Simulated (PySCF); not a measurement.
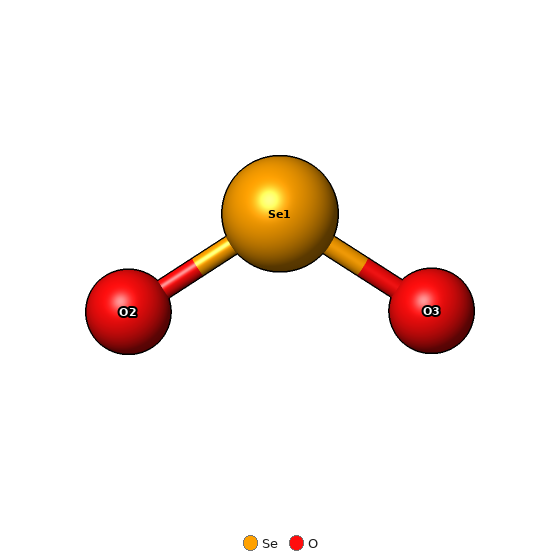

The molecule: SeO₂, singlet.

Unscaled harmonic wavenumbers and double-harmonic intensities, PBE/def2-TZVP, PySCF 2.14.0, isolated molecule. The structure is the lowest of the points that a search from bent and linear starts found. Lorentzian lines of 10 cm⁻¹ full width. Close modes add up in the curve.

Question: Predict the infrared spectrum.

Answer: The most intense lines (point group C2v) lie at 957.3 cm⁻¹ (102.5 km/mol, b2), 353.0 cm⁻¹ (19.7 km/mol, a1) and 919.7 cm⁻¹ (9.1 km/mol, a1). It has no imaginary mode, so it is a minimum.

```
 cm⁻¹  km/mol  symmetry
353.0    19.7        a1
919.7     9.1        a1
957.3   102.5        b2
```

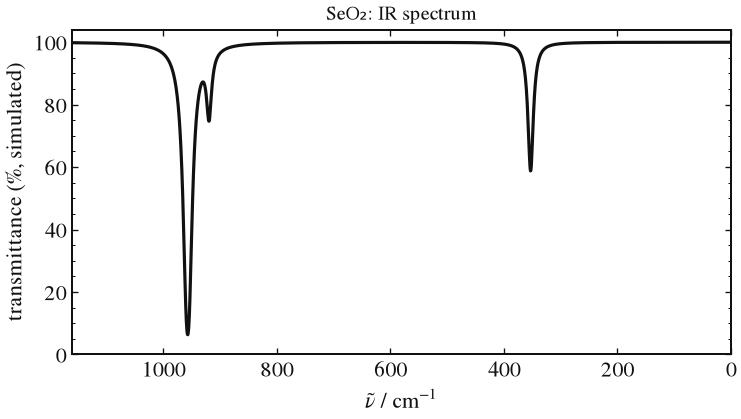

Known limits of this run: no scalar relativity.
